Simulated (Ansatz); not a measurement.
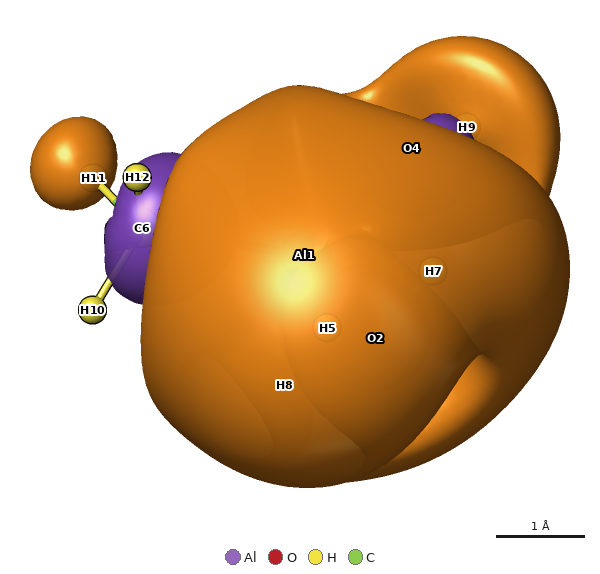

*CH₇AlO₃. One frontier orbital at ±0.06 Å⁻³ᐟ² (orange and purple are the two phases), seen from one side.*

Level of theory: UKS BLYP-D4/6-31G* (Ansatz 0.2.0).

The calculation's input:

```
crystal:
  periodic: [false, false, false]
  atoms:
    - { symbol: Al, position_ang: [0.677434, -0.438946, 0.532236] }
    - { symbol: O, position_ang: [-0.361078, 1.959589, -1.239247] }
    - { symbol: O, position_ang: [1.381138, 0.088122, 2.023463] }
    - { symbol: O, position_ang: [1.755417, -0.969605, -0.711398] }
    - { symbol: H, position_ang: [-1.05029, 1.271625, -1.152056] }
    - { symbol: C, position_ang: [-1.236955, -0.705762, 0.152821] }
    - { symbol: H, position_ang: [0.176931, 1.63898, -1.994967] }
    - { symbol: H, position_ang: [0.831281, 0.504455, 2.71264] }
    - { symbol: H, position_ang: [2.715852, -0.987642, -0.540866] }
    - { symbol: H, position_ang: [-1.884887, 0.101426, 0.535206] }
    - { symbol: H, position_ang: [-1.597337, -1.642825, 0.614729] }
    - { symbol: H, position_ang: [-1.407506, -0.819418, -0.93276] }
magnetization:
  spin_polarized: true
basis:
  gaussian: { orbitals: "6-31G*" }
hamiltonian:
  xc: blyp
  dispersion: d4
relax:
  f_tol: 0.03
  max_steps: 50
output:
  orbitals: {}
```

Launched as:

```sh
ansatz run input.yaml --threads 2 --pin off --max-ram 3072MiB --backend cpu --events-out ev --progress --plain --runs-dir out
```

The fields are those of the relaxed geometry.

Question: Which orbital is it: HOMO or LUMO?

Answer: The LUMO, at −0.35 eV. Its weight (Hirshfeld) is mainly on H5 (about 25 %), Al1 (about 20 %), O2 (about 20 %), H7 (about 10 %) and C6 (about 5 %).
